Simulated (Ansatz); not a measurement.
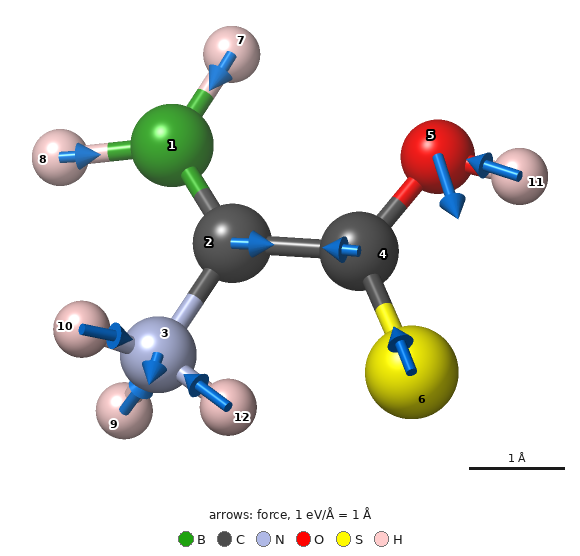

Starting geometry of C₂H₆BNOS with the computed forces as blue arrows. A ball-and-stick model, seen at a tilt.

The start comes from PBE-D4/def2-SVP.

The calculation used Ansatz, RKS PBE0-D4/def2-TZVP. Settings: force threshold 0.005 eV/Å; at most 150 steps.

### What follows when this structure is relaxed?

It isn't relaxed: the largest force vector, on O5, is 0.85 eV/Å. The final displacements follow the starting forces only in part (cosine between the two patterns 0.60). The energy falls by 6.30 kJ/mol in 8 accepted moves (9 points after the start). The largest force component goes from 0.61 to 0.0019 eV/Å. The line search rejected the trial step at point 5 of the run. The largest moves after the best rigid fit, 0.047 Å, are those of H8 and H12. By element the largest moves are H 0.047 Å, B 0.028 Å, O 0.025 Å, S 0.025 Å, C 0.015 Å, N 0.006 Å. Some distances before and after: S6–H12 2.009 → 2.061 Å, N3–H12 1.096 → 1.061 Å, B1–H7 1.213 → 1.192 Å, C2–C4 1.427 → 1.406 Å. The run took 41 s on 4 threads of Arm Neoverse V2, on a shared host.
